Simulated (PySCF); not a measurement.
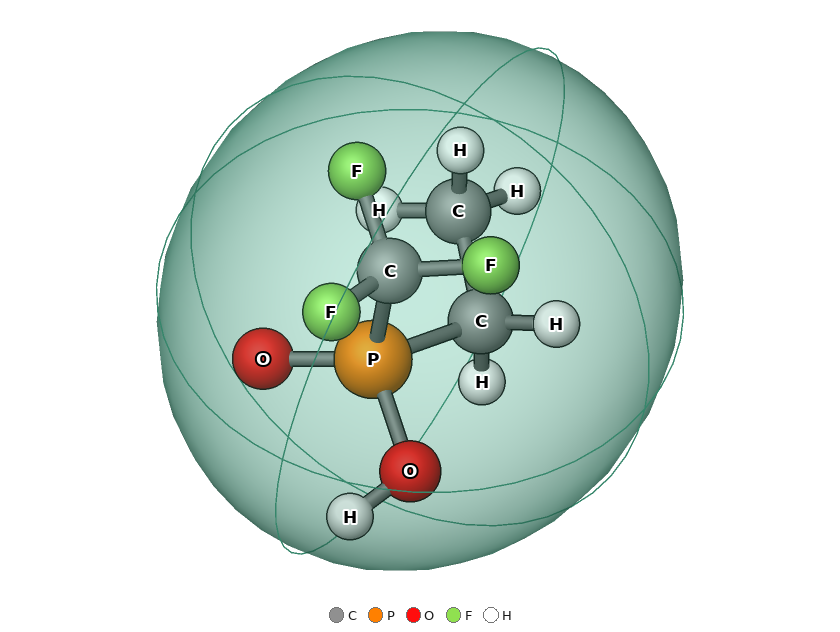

The ellipsoid shows the static dipole polarisability: its half-axes are proportional to the principal values. Computed geometry: GFN2-xTB optimisation. No frequency run is at hand to confirm it as a minimum. Method: CAM-B3LYP/def2-SVPD (PySCF 2.14.0).

Give the principal values, the mean and the anisotropy.

Answer. Principal values 63.5, 65.9, 73.8 bohr³; mean 67.7 bohr³ (10.04 Å³); anisotropy 9.4 bohr³, so the longest axis is 1.16 times the shortest.

The geometry is semi-empirical. Around P such bond lengths and angles can be off by a tenth of an ångström or more and by several degrees, and values that hang on the shape move with them.
